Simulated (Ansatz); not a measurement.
# ClFMoS2: trial inputs and their diagnosis

Aim: try 3 inputs for ClFMoS2 as typed, read how each ends, and find what has to change.

The runs use Ansatz 0.2.0, Gaussian basis; the settings change from run to run.

## Step 1: The geometry

The structure was relaxed beforehand with PBE0-D4 in a triple-zeta def2 set. Mo takes a core potential in def2 sets; no spin-orbit term is included.

5 atoms, charge 0, spin multiplicity 1.

Atoms are counted from 1 here; the program's logs count them from 0.

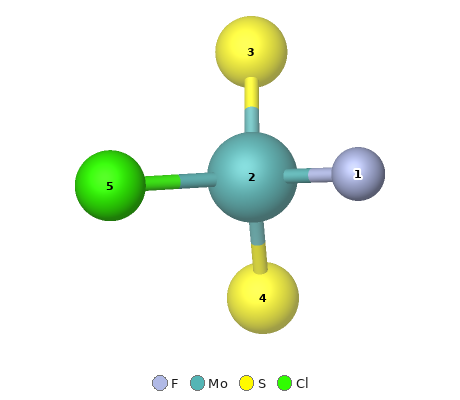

The geometry (fluorine light blue, molybdenum teal, sulfur yellow, chlorine green); atoms are numbered from 1 in the order of the file.

As a file:

```xyz
5

F    -0.6767   -0.2635    1.7672
Mo   -0.0215   -0.0313    0.0730
S     1.8367   -0.9626   -0.0939
S    -1.3034   -0.9307   -1.3039
Cl    0.2149    2.1144   -0.4839
```

## Step 2: Attempt 1

Contents of in.yaml:

```yaml
crystal:
  periodic: [false, false, false]
  atoms:
    - {symbol: F, position_ang: [-1.396321, -0.427769, 3.823207]}
    - {symbol: Mo, position_ang: [-0.223265, -0.202837, 0.059193]}
    - {symbol: S, position_ang: [4.104603, -2.181092, -0.218751]}
    - {symbol: S, position_ang: [-2.893098, -2.185953, -2.939767]}
    - {symbol: Cl, position_ang: [0.349721, 4.452509, -1.180239]}
basis:
  gaussian: {orbitals: def2-TZVPD}
hamiltonian: {xc: {name: rPW86-PBE}}
```

Run with:

```bash
ansatz run in.yaml --threads 4 --pin off --events-out ev --progress --plain --max-ram 10444MiB
```

The log of the run:

```text
Functional definition: rPW86-PBE
  name "rPW86-PBE"
  cite "Murray, Lee & Langreth, J. Chem. Theory Comput. 5, 2754 (2009) doi:10.1021/ct900365q"
  cite "Perdew, Burke & Ernzerhof, Phys. Rev. Lett. 77, 3865 (1996) doi:10.1103/PhysRevLett.77.3865"
  parent pbe
  exchange = rpw86_x
  correlation = pbe_c
1371 factors; their error is unknown
mean field evaluation 1: about -38644.5044 eV, gradient 1.1e2 eV
mean field evaluation 2: about -36093.0664 eV, gradient 7.7e2 eV
mean field evaluation 4: about -36352.1713 eV, gradient 7.2e2 eV
mean field evaluation 8: about -38788.1062 eV, gradient 1.1e1 eV
mean field evaluation 16: about -38789.8476 eV, gradient 1.9e-1 eV
mean field evaluation 32: about -38789.8481 eV, gradient 1.0e-5 eV
mean field evaluation 64: about -38789.7437 eV, gradient 2.9e0 eV
mean field evaluation 96: about -38788.8339 eV, gradient 1.9e1 eV
mean field evaluation 128: about -38788.5657 eV, gradient 1.5e1 eV
mean field evaluation 160: about -38789.8185 eV, gradient 1.9e0 eV
mean field evaluation 192: about -38789.6625 eV, gradient 1.7e0 eV
mean field evaluation 224: about -38789.7424 eV, gradient 6.5e-2 eV
Error: SIGTERM received: run cancelled behind 225 evaluations of the mean field
```

It took 91 s on 4 threads of Arm Neoverse V2, shared host.

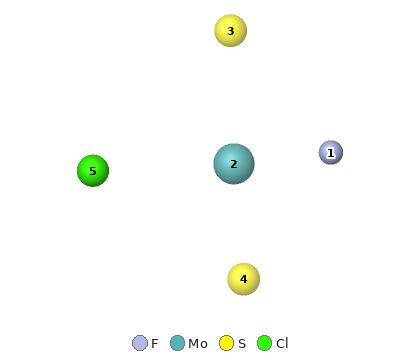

The geometry of this input.

Diagnosis: The run hit its time limit. The geometry is stretched to more than twice its size. The shortest distance is 3.95 Å (F1–Mo2), against 1.83 Å in the relaxed molecule. Its coordinates are also moved off the relaxed structure. Fix: use the relaxed coordinates.

## Step 3: Attempt 2

Contents of in.yaml:

```yaml
crystal:
  periodic: [true, true, true]
  atoms:
    - {symbol: F, position_ang: [-0.676692, -0.263464, 1.767162]}
    - {symbol: Mo, position_ang: [-0.021519, -0.031343, 0.073027]}
    - {symbol: S, position_ang: [1.836672, -0.962605, -0.093851]}
    - {symbol: S, position_ang: [-1.303425, -0.930727, -1.303853]}
    - {symbol: Cl, position_ang: [0.214865, 2.114440, -0.483885]}
basis:
  gaussian: {orbitals: STO-3G, fitting: {mean_field: def2-universal-jkfit}, nuclear_model: gaussian}
total_charge: 1
magnetization: {spin_polarized: true, initial_magnetization: 1}
hamiltonian: {xc: {name: wB97X}}
scf: {lower_state_search: full}
output: {forces: true}
```

The command is unchanged.

The log of the run:

```text
Error: YAML parse error: error: line 2 column 3: crystal: missing field `lattice` (a structure is typed as `lattice` and `atoms`, a molecule's as `atoms` in Å alone, or read from a run's directory, `checkpoint`)
 --> <input>:2:3
  |
1 | crystal:
2 |   periodic: [true, true, true]
  |   ^ crystal: missing field `lattice` (a structure is typed as `lattice` and `atoms`, a molecule's as `atoms` in Å alone, or read from a run's directory, `checkpoint`)
3 |   atoms:
4 |     - {symbol: F, position_ang: [-0.676692, -0.263464, 1.767162]}
  |
```

Wall time 0.05 s (4 threads of Arm Neoverse V2, shared host).

Diagnosis: Refused before any calculation. The molecule is marked periodic without a cell. It also asks for charge 1 and multiplicity 2, another species or state than the molecule above. To mend it, set periodic to false, or give a lattice, and set charge and spin to those of the species named.

## Step 4: Attempt 3

Contents of in.yaml:

```yaml
crystal:
  periodic: [false, false, false]
  atoms:
    - {symbol: F, position_ang: [-0.715961, -0.242660, 1.791977]}
    - {symbol: Mo, position_ang: [-0.016274, -0.052228, 0.098467]}
    - {symbol: S, position_ang: [1.798730, -1.019136, -0.141846]}
    - {symbol: S, position_ang: [-1.337871, -0.912331, -1.320130]}
    - {symbol: Cl, position_ang: [0.254785, 2.117187, -0.496585]}
basis:
  gaussian: {orbitals: def2-SVP, point_charges: [{charge: -1.00, position_ang: [5.373, 0.355, 0.903]}]}
hamiltonian: {xc: {name: HF}}
correlation: {method: mp2, frozen_orbitals: {F: 0}}
output: {forces: true}
```

Same command.

The log of the run:

```text
Functional definition: HF
  name "HF"
  cite "Fock, Z. Phys. 61, 126 (1930) doi:10.1007/BF01340294"
  parent pbe
  exchange = exact_x
  correlation = 0
Error: "frozen_orbitals" has no count for Mo
```

Wall time 0.05 s (4 threads of Arm Neoverse V2, shared host).

What is wrong: The program refused the input. Frozen orbitals are typed for one element alone, and the program wants a count for each. Its coordinates are also moved off the relaxed structure. Cure: leave frozen_orbitals out, or give every element a count that its core really has, and remove the point charge.

## Step 5: How the tries ended

```
attempt                 level    ended                                                                                    cause    time
      1  rPW86-PBE/def2-TZVPD  timeout                                    the geometry is stretched to more than twice its size    91 s
      2          wB97X/STO-3G  refused                                           the molecule is marked periodic without a cell  0.05 s
      3          MP2/def2-SVP  refused  frozen orbitals are typed for one element alone, and the program wants a count for each  0.05 s
```

**Reading.** 1 timeout, 2 refused. A refusal costs next to no computing time.
